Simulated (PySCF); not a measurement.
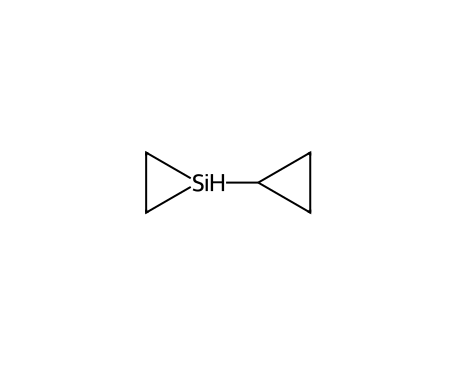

A structural formula.

Write the SMILES.

C1CC1[SiH]1CC1

Give the formula, hydrogens included.

C5H10Si.

More results for the same structure follow; atom numbers are the same in all pictures, views and colours differ. Computed geometry: PBE0-D3(BJ)/def2-SVP optimisation. No frequency run is at hand to confirm it as a minimum.

### Shape

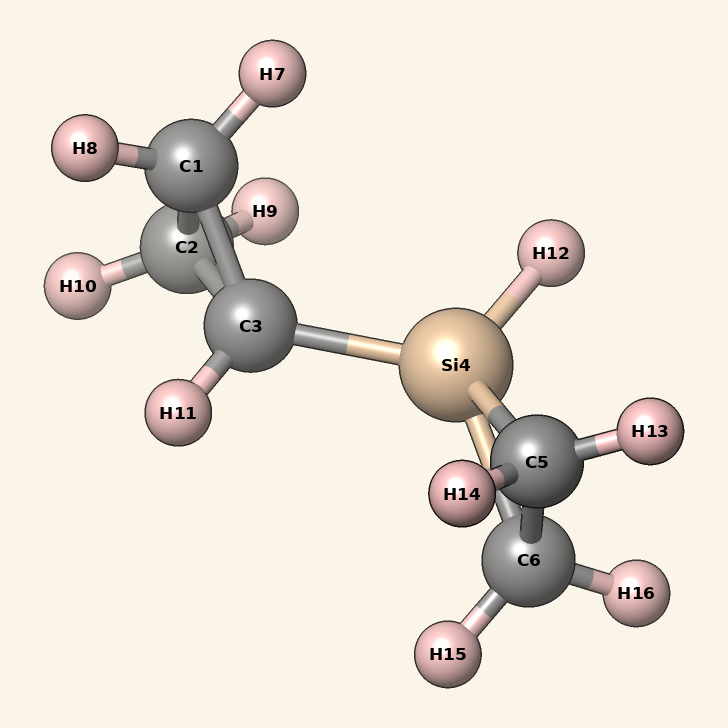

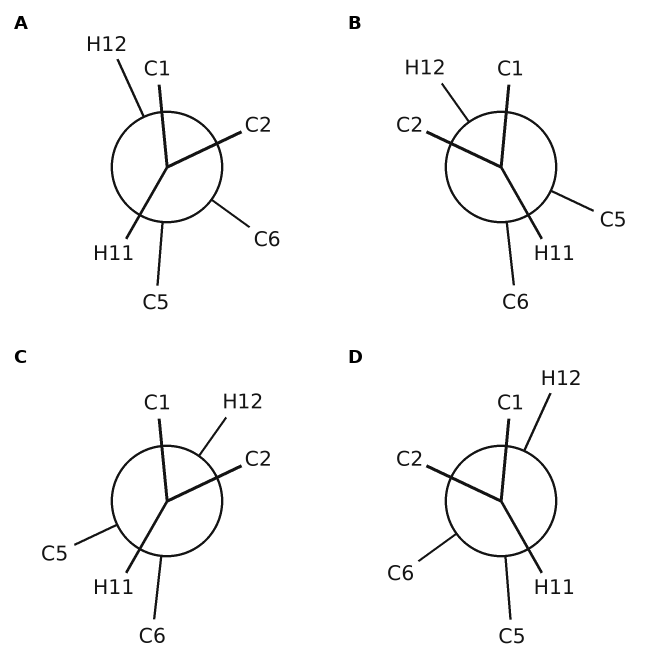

Distant atoms are faded towards the background colour. Bonds that would overlap in a projection are set slightly apart. No frequency run is at hand to confirm it as a minimum.

Which Newman projection shows the view along C3–Si4, with C3 in front?

B. The torsion angle C1–C3–Si4–C5 is 110°, anticlinal.

### Excitation

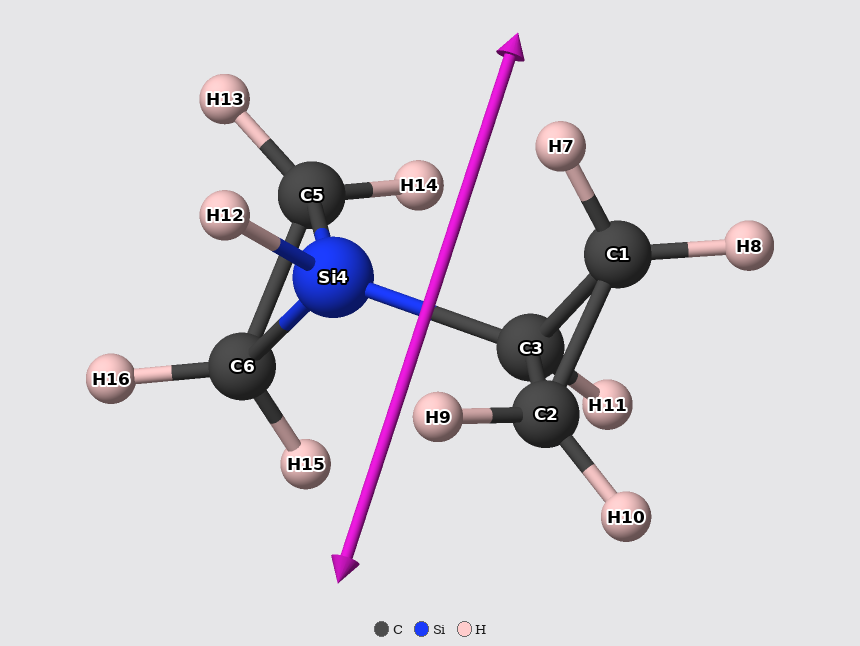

The double arrow shows the direction of the transition dipole to excited singlet state 6 (its length means nothing). No frequency run is at hand to confirm it as a minimum. Level of theory: TDDFT ωB97X-D/def2-SVPD, vertical, gas phase, core orbitals frozen in the response (PySCF 2.14.0).

How is the transition polarised?

Nearly parallel to the C1–C2 bond.

Where does the transition lie, and how strong is it?

7.72 eV (161 nm), oscillator strength 0.026, of mixed character, with the largest part HOMO → LUMO+8 (weight 0.28); transition dipole 0.93 D.

### Levels of theory compared

No frequency run is at hand to confirm it as a minimum. Program: PySCF 2.14.0.

Compare HOMO–LUMO gap (eV), HOMO energy (eV) at these levels: CAM-B3LYP/def2-SVPD; LC-wPBE/def2-SVPD; PBE0/6-31G*; PBE0/def2-SVP; PBE0/def2-TZVP; ωB97X-D/def2-SVPD.

| level | HOMO–LUMO gap (eV) | HOMO energy (eV) |
| --- | --- | --- |
| CAM-B3LYP/def2-SVPD | 9.24 | −7.81 |
| LC-wPBE/def2-SVPD | 11.64 | −9.13 |
| PBE0/6-31G* | 7.58 | −6.27 |
| PBE0/def2-SVP | 7.66 | −6.46 |
| PBE0/def2-TZVP | 7.19 | −6.46 |
| ωB97X-D/def2-SVPD | 10.61 | −8.34 |

### Polarisability

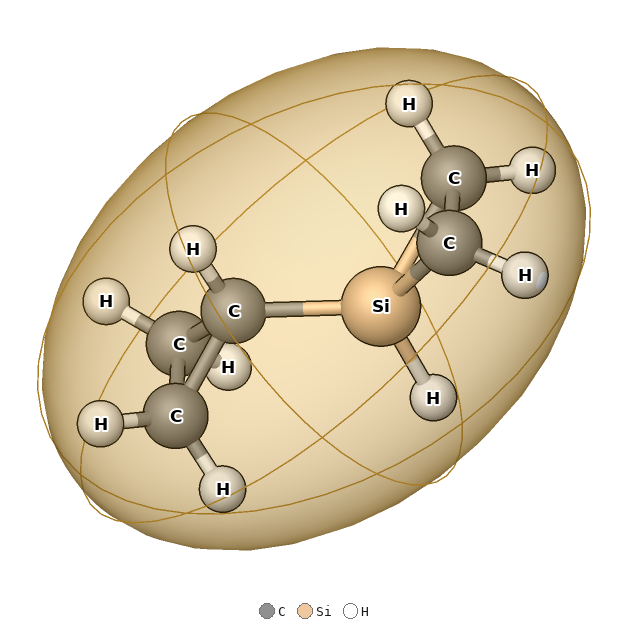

The ellipsoid shows the static dipole polarisability: its half-axes are proportional to the principal values. No frequency run is at hand to confirm it as a minimum. Level of theory: ωB97X-D/def2-SVPD (PySCF 2.14.0).

How large and how anisotropic is the polarisability?

Principal values 72.5, 75.2, 105.2 bohr³; mean 84.3 bohr³ (12.49 Å³); anisotropy 31.4 bohr³, so the longest axis is 1.45 times the shortest.
